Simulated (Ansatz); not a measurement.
System: BClFHO···H2.

Input

```
crystal:
  periodic: [false, false, false]
  atoms:
    - { symbol: B, position_ang: [0.0, 0.0, 0.0] }
    - { symbol: H, position_ang: [0.0, 0.0, 1.54] }
    - { symbol: Cl, position_ang: [1.6108, 0.0, -0.93] }
    - { symbol: O, position_ang: [-1.2211, 0.0, -0.705] }
    - { symbol: H, position_ang: [-1.7308, -0.8467, -0.4965] }
    - { symbol: F, position_ang: [0.3455, 1.498, 0.5108] }
    - { symbol: H, position_ang: [0.195, 0.8453, 1.4996] }
basis:
  gaussian: { orbitals: def2-SVP }
hamiltonian:
  xc: { name: BHLYP }
relax:
  f_tol: 0.15
  max_steps: 25
  restrain:
    - { distance: [0, 5], at: 1.32, k: 30.0 }
    - { distance: [6, 1], at: 0.66, k: 30.0 }
    - { distance: [0, 1], at: 2.39, k: 30.0 }
    - { distance: [6, 5], at: 2.12, k: 30.0 }
output:
  orbitals: {}
```

Run with:

```sh
ansatz run input.yaml --threads 1 --pin off --max-ram 2048MiB --backend cpu --events-out ev --progress --plain --runs-dir out
```

The fields are those of the run's last geometry, not of the input's.

Not at a stationary point (largest force 1.7 eV/Å).

Level of theory: RKS BHLYP/def2-SVP (Ansatz).

### Predict the electron density and electron localisation function between the atoms.

B–F (1.31 Å): ρ is about 2.3 e/Å³ halfway; the ELF peaks at about 0.85 between the atoms, as expected for a polar covalent bond.
B–O (1.33 Å): ρ at the midpoint is about 2.3 e/Å³; the ELF peaks at about 0.90 between the atoms, as expected for a short, strongly polar bond.
B–Cl (1.77 Å): ρ at the midpoint is about 1.3 e/Å³; the ELF peaks at about 0.90 between the atoms; a shared but strongly polarised pair.
O–H (0.95 Å): ρ at the midpoint is about 3.8 e/Å³; the ELF climbs to about 1 towards the hydrogen, as it does in any bond to H (an ordinary covalent bond to hydrogen).

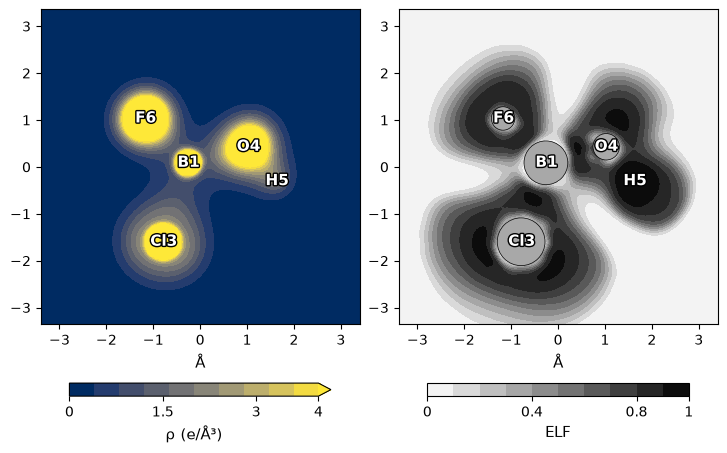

Computed electron density and electron localisation function on the plane of atoms O4, B1 and F6, in this order. Grey discs cover the atomic cores in the ELF map. 
